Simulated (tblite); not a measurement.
# Geometry relaxation, with input and output: C₆H₁₆BNSi (part 3 of 3)

Continued. System: C₆H₁₆BNSi, SMILES C=C(C)B[SiH2]N(C)CC. Method: GFN2-xTB geometry optimisation, gas phase (tblite 0.8.0). It belongs to a series of runs on one base structure; here: SiH2 inserted into a B-N bond.

### Trajectory as extended XYZ, continued
```
25
Properties=species:S:1:pos:R:3:forces:R:3 step=193 energy=-730.81532
C     3.4089    0.8862    1.1698    0.0030  -0.0050  -0.0030
C     2.4778    0.3682    0.3588    0.0040  -0.0080   0.0130
C     2.2887   -1.1244    0.3272   -0.0100  -0.0060   0.0060
B     1.5602    1.2802   -0.4992    0.0140   0.0010  -0.0010
Si   -0.0031    0.5889   -1.4588   -0.0160  -0.0090   0.0040
N    -1.3261    0.5299   -0.3470    0.0030  -0.0090  -0.0160
C    -1.2061    0.8293    1.0556    0.0080  -0.0020  -0.0110
C    -2.5778   -0.0783   -0.7176    0.0000  -0.0070  -0.0060
C    -2.7020   -1.5397   -0.2822   -0.0020  -0.0050   0.0050
H     4.0219    0.2715    1.8151    0.0010   0.0200  -0.0020
H     3.5877    1.9475    1.2250   -0.0100  -0.0020   0.0030
H     2.5034   -1.5028   -0.6715    0.0000   0.0050   0.0110
H     1.2530   -1.3719    0.5525   -0.0020  -0.0130   0.0100
H     2.9376   -1.6305    1.0403    0.0010   0.0010  -0.0070
H     1.8504    2.4167   -0.5500   -0.0010   0.0050  -0.0060
H    -0.4932    1.3815   -2.6134   -0.0100  -0.0050   0.0090
H     0.1918   -0.7550   -2.0716   -0.0120   0.0110   0.0060
H    -1.2204   -0.0718    1.6805    0.0090  -0.0040   0.0100
H    -0.2692    1.3533    1.2400    0.0060   0.0050  -0.0100
H    -2.0346    1.4718    1.3756   -0.0030   0.0000   0.0090
H    -3.4063    0.4990   -0.2849    0.0120   0.0060   0.0070
H    -2.6568   -0.0235   -1.8041   -0.0090   0.0030  -0.0100
H    -3.6223   -1.9713   -0.6682    0.0060   0.0180  -0.0040
H    -1.8592   -2.1095   -0.6654    0.0030   0.0050  -0.0090
H    -2.7153   -1.6210    0.8023    0.0040  -0.0070  -0.0070
25
Properties=species:S:1:pos:R:3:forces:R:3 step=208 energy=-730.81870
C     3.3577    0.9205    1.2138    0.0030   0.0200   0.0130
C     2.4812    0.3653    0.3686   -0.0140   0.0090  -0.0470
C     2.3657   -1.1338    0.3121    0.0020  -0.0070   0.0000
B     1.5533    1.2436   -0.5155   -0.0010  -0.0070  -0.0020
Si   -0.0098    0.5151   -1.4538    0.0490   0.0310   0.0040
N    -1.3404    0.5539   -0.3505    0.0400   0.0010   0.0310
C    -1.1738    0.8129    1.0562   -0.0180   0.0040   0.0070
C    -2.6075   -0.0281   -0.7092    0.0120   0.0140   0.0030
C    -2.7437   -1.4976   -0.3094   -0.0020  -0.0140   0.0060
H     3.9811    0.3328    1.8735   -0.0080   0.0170   0.0110
H     3.4709    1.9902    1.2870    0.0170  -0.0190   0.0040
H     2.6066   -1.4839   -0.6899    0.0030  -0.0070  -0.0240
H     1.3419   -1.4351    0.5231   -0.0190  -0.0140   0.0210
H     3.0325   -1.6223    1.0202    0.0080   0.0140   0.0190
H     1.8325    2.3823   -0.5999   -0.0150  -0.0300   0.0030
H    -0.4952    1.2575   -2.6397   -0.0130  -0.0020  -0.0190
H     0.1697   -0.8589   -1.9978    0.0070  -0.0070  -0.0110
H    -1.1252   -0.1007    1.6625   -0.0010  -0.0150  -0.0280
H    -0.2500    1.3692    1.2159   -0.0160  -0.0050  -0.0120
H    -2.0121    1.4131    1.4262   -0.0060   0.0090   0.0050
H    -3.4139    0.5572   -0.2483   -0.0170  -0.0210   0.0300
H    -2.7069    0.0542   -1.7927   -0.0020   0.0070  -0.0080
H    -3.6843   -1.9035   -0.6727   -0.0090   0.0180  -0.0010
H    -1.9261   -2.0684   -0.7419    0.0070  -0.0040  -0.0050
H    -2.7150   -1.6114    0.7717   -0.0050   0.0070  -0.0010
25
Properties=species:S:1:pos:R:3:forces:R:3 step=223 energy=-730.82304
C     3.2899    0.9694    1.2416    0.0040   0.0120   0.0110
C     2.4821    0.3752    0.3549    0.0040   0.0050  -0.0120
C     2.4142   -1.1284    0.3287   -0.0050   0.0100  -0.0080
B     1.5673    1.2179   -0.5740   -0.0080  -0.0180  -0.0060
Si   -0.0097    0.4671   -1.4676    0.0310  -0.0020  -0.0120
N    -1.3263    0.5648   -0.3491   -0.0140  -0.0110   0.0180
C    -1.1181    0.7503    1.0635   -0.0010  -0.0050   0.0220
C    -2.6166    0.0241   -0.6905   -0.0110   0.0000   0.0050
C    -2.7881   -1.4562   -0.3442    0.0000   0.0150  -0.0060
H     3.8800    0.4110    1.9542    0.0120  -0.0030   0.0130
H     3.3746    2.0416    1.3035   -0.0020   0.0140  -0.0070
H     2.6214   -1.4924   -0.6759    0.0090  -0.0070  -0.0080
H     1.4123   -1.4614    0.5943   -0.0130   0.0050   0.0060
H     3.1284   -1.5745    1.0190   -0.0110  -0.0030  -0.0020
H     1.8533    2.3485   -0.7120    0.0040  -0.0110   0.0040
H    -0.5194    1.1587   -2.6733   -0.0080   0.0060   0.0070
H     0.1694   -0.9256   -1.9670    0.0070  -0.0060  -0.0030
H    -1.0245   -0.1948    1.6127   -0.0040  -0.0160   0.0060
H    -0.2046    1.3225    1.2245    0.0050   0.0010  -0.0110
H    -1.9580    1.3049    1.4945   -0.0020   0.0070  -0.0090
H    -3.3938    0.6055   -0.1768   -0.0060   0.0070   0.0020
H    -2.7486    0.1549   -1.7656    0.0000  -0.0020  -0.0110
H    -3.7488   -1.8127   -0.7074    0.0080  -0.0060   0.0000
H    -1.9965   -2.0375   -0.8110   -0.0140   0.0130   0.0080
H    -2.7508   -1.6089    0.7321    0.0150  -0.0050  -0.0100
25
Properties=species:S:1:pos:R:3:forces:R:3 step=237 energy=-730.82460
C     3.2873    0.9885    1.2294    0.0090  -0.0070   0.0000
C     2.4764    0.3867    0.3505   -0.0080  -0.0130   0.0010
C     2.3647   -1.1141    0.3636   -0.0040  -0.0160  -0.0070
B     1.5824    1.2224   -0.6028   -0.0030   0.0030   0.0000
Si   -0.0049    0.4775   -1.4792   -0.0170   0.0070  -0.0010
N    -1.3075    0.5461   -0.3416    0.0060   0.0120   0.0110
C    -1.0907    0.7100    1.0729   -0.0020  -0.0080  -0.0050
C    -2.6056    0.0245   -0.6843    0.0120   0.0000   0.0040
C    -2.7804   -1.4592   -0.3596    0.0020  -0.0040  -0.0020
H     3.8596    0.4405    1.9650   -0.0010   0.0020  -0.0040
H     3.3910    2.0603    1.2576    0.0120   0.0140   0.0080
H     2.5269   -1.5109   -0.6371    0.0140   0.0060   0.0040
H     1.3605   -1.4057    0.6683    0.0000  -0.0010   0.0040
H     3.0838   -1.5688    1.0431   -0.0070   0.0120   0.0060
H     1.8898    2.3430   -0.7664    0.0080   0.0070  -0.0090
H    -0.5455    1.1885   -2.6602    0.0050  -0.0020   0.0010
H     0.1854   -0.9031   -2.0095   -0.0040  -0.0020   0.0000
H    -1.0061   -0.2438    1.6092   -0.0080  -0.0060  -0.0020
H    -0.1699    1.2693    1.2369   -0.0020   0.0010  -0.0060
H    -1.9230    1.2686    1.5141    0.0070   0.0020  -0.0040
H    -3.3739    0.6046   -0.1557   -0.0040  -0.0040  -0.0060
H    -2.7426    0.1721   -1.7570   -0.0040   0.0050   0.0050
H    -3.7436   -1.8110   -0.7192   -0.0150   0.0010   0.0030
H    -1.9944   -2.0341   -0.8425    0.0030   0.0010   0.0000
H    -2.7305   -1.6278    0.7136    0.0000  -0.0110  -0.0040
25
Properties=species:S:1:pos:R:3:forces:R:3 step=252 energy=-730.82608
C     3.3054    0.9911    1.2100   -0.0140  -0.0070  -0.0040
C     2.4619    0.3987    0.3551   -0.0010   0.0000   0.0000
C     2.2983   -1.0968    0.4080    0.0100  -0.0060   0.0040
B     1.5931    1.2341   -0.6232    0.0040   0.0030   0.0110
Si   -0.0101    0.5030   -1.4861   -0.0060   0.0210   0.0120
N    -1.3029    0.5429   -0.3357    0.0010  -0.0030  -0.0060
C    -1.0782    0.6997    1.0780    0.0010  -0.0040  -0.0150
C    -2.6002    0.0123   -0.6683   -0.0030  -0.0010  -0.0030
C    -2.7499   -1.4835   -0.3866    0.0060  -0.0020   0.0010
H     3.8630    0.4368    1.9527   -0.0030   0.0170  -0.0100
H     3.4515    2.0591    1.2142    0.0010  -0.0120  -0.0060
H     2.4537   -1.5232   -0.5812    0.0090  -0.0080  -0.0030
H     1.2846   -1.3492    0.7156   -0.0020   0.0070  -0.0040
H     2.9997   -1.5554    1.1028    0.0000   0.0000   0.0090
H     1.9393    2.3378   -0.8239   -0.0060  -0.0050  -0.0060
H    -0.5622    1.2289   -2.6526   -0.0030  -0.0030   0.0060
H     0.1868   -0.8675   -2.0391   -0.0060  -0.0080  -0.0040
H    -1.0194   -0.2582    1.6098    0.0030  -0.0020   0.0150
H    -0.1432    1.2349    1.2381    0.0010   0.0010   0.0180
H    -1.8944    1.2790    1.5229    0.0040   0.0020   0.0000
H    -3.3648    0.5651   -0.1065   -0.0050  -0.0020  -0.0040
H    -2.7642    0.1900   -1.7328    0.0070   0.0030   0.0020
H    -3.7251   -1.8316   -0.7188    0.0100   0.0070   0.0070
H    -1.9793   -2.0336   -0.9203   -0.0010  -0.0040  -0.0010
H    -2.6544   -1.6903    0.6773   -0.0060   0.0060  -0.0190
25
Properties=species:S:1:pos:R:3:forces:R:3 step=267 energy=-730.82800
C     3.2938    1.0237    1.1945   -0.0150  -0.0110  -0.0180
C     2.4689    0.4016    0.3423   -0.0020   0.0230   0.0100
C     2.3020   -1.0917    0.4391    0.0150   0.0250   0.0080
B     1.6172    1.2126   -0.6689   -0.0100   0.0110   0.0010
Si   -0.0205    0.4952   -1.4718    0.0130  -0.0160   0.0000
N    -1.2981    0.5375   -0.3064   -0.0120   0.0070   0.0090
C    -1.0678    0.6675    1.1094   -0.0070  -0.0040   0.0040
C    -2.6033    0.0311   -0.6492    0.0010  -0.0050   0.0040
C    -2.7592   -1.4755   -0.4350   -0.0010   0.0110   0.0030
H     3.8319    0.4970    1.9703    0.0040   0.0080   0.0050
H     3.4413    2.0913    1.1621    0.0000  -0.0220   0.0000
H     2.5057   -1.5496   -0.5272   -0.0040  -0.0120  -0.0020
H     1.2755   -1.3368    0.7083    0.0120   0.0080  -0.0120
H     2.9730   -1.5223    1.1801   -0.0010  -0.0120   0.0110
H     1.9994    2.2873   -0.9456    0.0050  -0.0080   0.0050
H    -0.5932    1.2129   -2.6326   -0.0030   0.0070   0.0030
H     0.1710   -0.8787   -2.0232   -0.0030  -0.0020  -0.0080
H    -1.0418   -0.2992    1.6287   -0.0100   0.0030  -0.0020
H    -0.1162    1.1684    1.2821    0.0000  -0.0010  -0.0150
H    -1.8633    1.2694    1.5632    0.0040  -0.0170  -0.0100
H    -3.3608    0.5611   -0.0566    0.0160   0.0000   0.0020
H    -2.7745    0.2605   -1.7026   -0.0060  -0.0140  -0.0020
H    -3.7445   -1.8018   -0.7592    0.0090   0.0130   0.0030
H    -2.0057   -2.0089   -1.0085    0.0000   0.0130  -0.0050
H    -2.6415   -1.7286    0.6159   -0.0050  -0.0060   0.0050
25
Properties=species:S:1:pos:R:3:forces:R:3 step=282 energy=-730.82927
C     3.2670    1.0729    1.1959   -0.0010   0.0050  -0.0010
C     2.4778    0.4178    0.3355    0.0030  -0.0020   0.0020
C     2.3431   -1.0767    0.4561    0.0050  -0.0010   0.0000
B     1.6312    1.1930   -0.7068   -0.0020  -0.0040   0.0090
Si   -0.0189    0.4626   -1.4730    0.0050  -0.0010  -0.0070
N    -1.2859    0.5209   -0.2960   -0.0020   0.0010  -0.0030
C    -1.0372    0.5901    1.1209    0.0030   0.0010   0.0000
C    -2.6098    0.0646   -0.6363    0.0000   0.0000   0.0010
C    -2.8154   -1.4389   -0.4503   -0.0060   0.0010  -0.0020
H     3.7927    0.5751    1.9987    0.0000   0.0000  -0.0010
H     3.3936    2.1419    1.1452    0.0020   0.0000   0.0000
H     2.6206   -1.5497   -0.4847    0.0000  -0.0030  -0.0040
H     1.3085   -1.3451    0.6625    0.0000   0.0030   0.0010
H     2.9764   -1.4749    1.2472   -0.0030   0.0000   0.0020
H     2.0257    2.2494   -1.0312   -0.0030  -0.0010  -0.0020
H    -0.6094    1.1759   -2.6270   -0.0020   0.0010   0.0000
H     0.1713   -0.9135   -2.0226   -0.0010   0.0050   0.0050
H    -1.0181   -0.3968    1.6006   -0.0030  -0.0010   0.0000
H    -0.0776    1.0724    1.3003    0.0010   0.0020   0.0010
H    -1.8205    1.1816    1.6068    0.0020  -0.0010  -0.0010
H    -3.3420    0.6092   -0.0260    0.0020   0.0000   0.0050
H    -2.7845    0.3180   -1.6835    0.0020  -0.0010  -0.0020
H    -3.8117   -1.7222   -0.7795   -0.0030  -0.0050  -0.0020
H    -2.0815   -1.9836   -1.0381    0.0000  -0.0010   0.0000
H    -2.7064   -1.7198    0.5945    0.0030   0.0030   0.0000
```

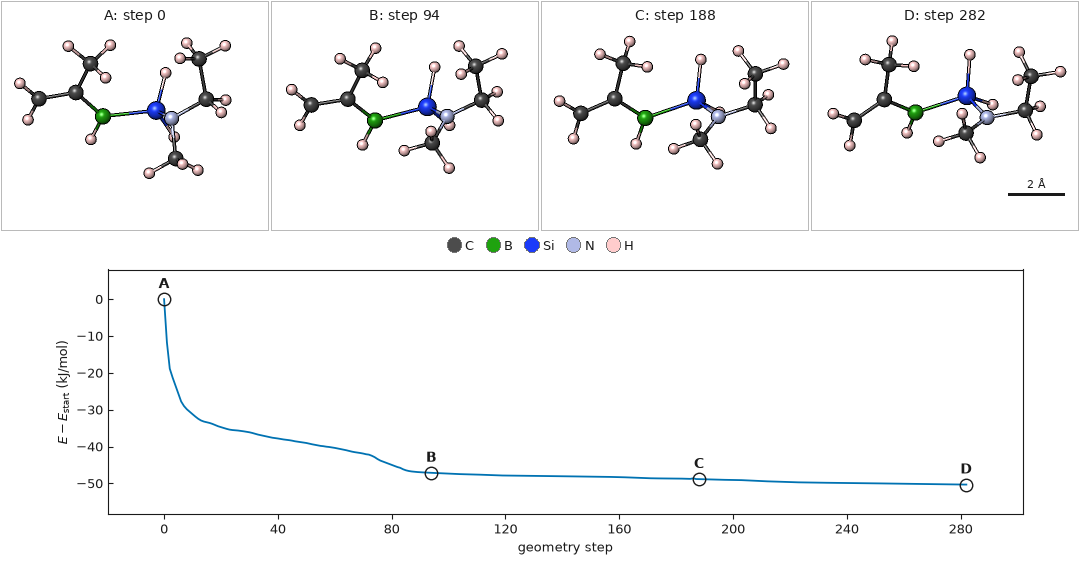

*Frames of the relaxation (ball-and-stick view, seen at a tilt) above the curves, on which the letters mark them (steps are counted from 0).*

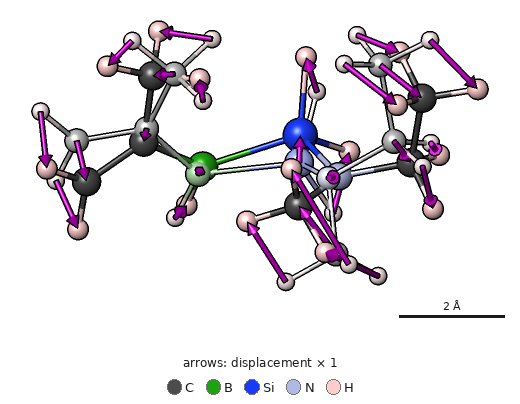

*Start (faint) and end (solid) with the displacements as pink arrows, at true length (ball-and-stick view, seen at a tilt). The two geometries are laid on each other by the best rigid fit.*

The atom that moves furthest after the best rigid fit is H18 (2.14 Å). By element the largest moves are H 2.14 Å, C 1.25 Å, Si 0.54 Å, N 0.48 Å, B 0.24 Å. Among the contacts that change: Si5–N6 1.808 → 1.730 Å, C3–H13 1.126 → 1.089 Å, N6–C7 1.470 → 1.440 Å, C2–B4 1.579 → 1.551 Å. Among the angles that change: Si5–N6–C7 108.6° → 123.0°, Si5–N6–C8 111.5° → 120.1°, B4–Si5–H16 109.3° → 117.5°. Over 282 geometry steps the energy falls by 50.3 kJ/mol. Largest force component: 1 eV/Å at the start, 0.009 eV/Å at the end. (Atoms are counted from 1 in the order of the input.)

### Results in brief

- outcome: converged
- total energy: −730.8293 eV
- wall time: 3.7 s
- peak memory: 0.18 GiB
